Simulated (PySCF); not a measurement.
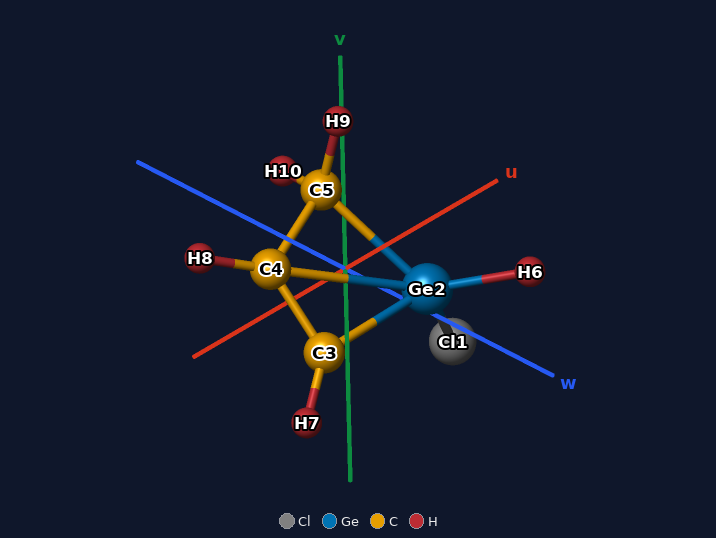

The lines u, v and w are the principal axes of the static dipole polarisability. The geometry was computed by an optimisation with PBE0-D3(BJ)/def2-SVP. No frequency run is at hand to confirm it as a minimum. Method: LC-wPBE/def2-SVPD (PySCF 2.14.0).

Along which axis is the molecule most polarisable, and along which least?

Answer. Most along w (close to the long direction Cl1···C4), least along u.

Give the three principal values.

Answer. u 63.2, v 68.7, w 90.3 bohr³; mean 74.0, anisotropy 24.8 bohr³.
